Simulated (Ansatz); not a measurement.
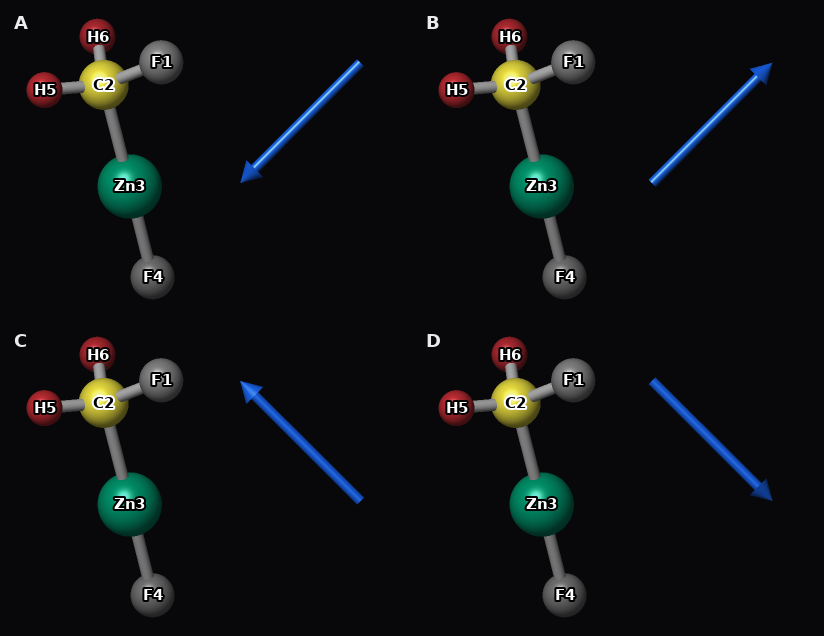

The same molecule four times, each with an arrow. Computed geometry: PBE-D4/def2-SVP optimisation. No frequency run is at hand to confirm it as a minimum. Method: RKS PBE-D4/def2-SVP (Ansatz 0.2.0).

> Which arrow points along the dipole moment, from the negative to the positive end?

C. The dipole moment is 2.17 D; it points from the side of F4 to the side of H5, H6 (the outermost atoms at the two ends).
